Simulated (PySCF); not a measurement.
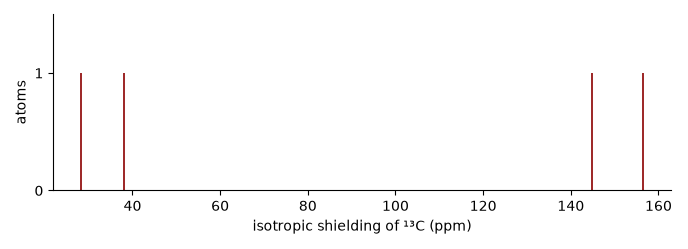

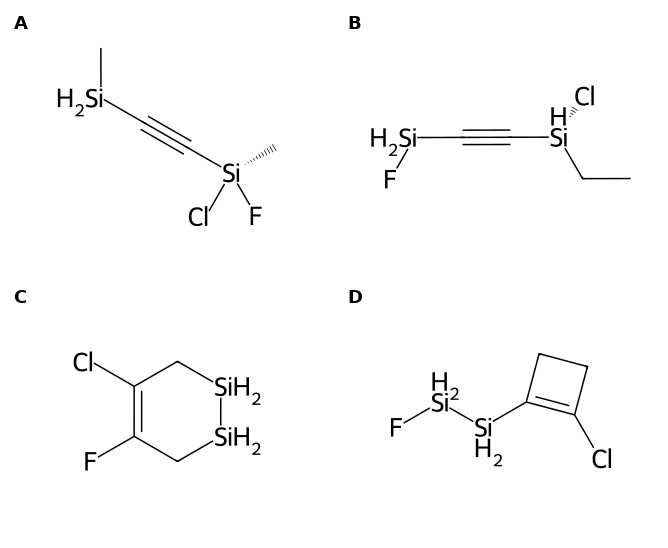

The sticks are computed shieldings of one of the molecules, for one fixed geometry (GFN2-xTB) without averaging over rotations. Low shielding means a high chemical shift. Method: GIAO PBE0/pcSseg-1 NMR shielding, non-relativistic, gas phase (PySCF 2.14.0).

> Which molecule gives this pattern?

D, `F[SiH2][SiH2]C1=C(Cl)CC1`. Its 4 C atoms give lines at 28.3, 38.1, 144.8, 156.4 ppm.

The geometry is semi-empirical. Around Si such bond lengths and angles can be off by a tenth of an ångström or more and by several degrees, and values that hang on the shape move with them.
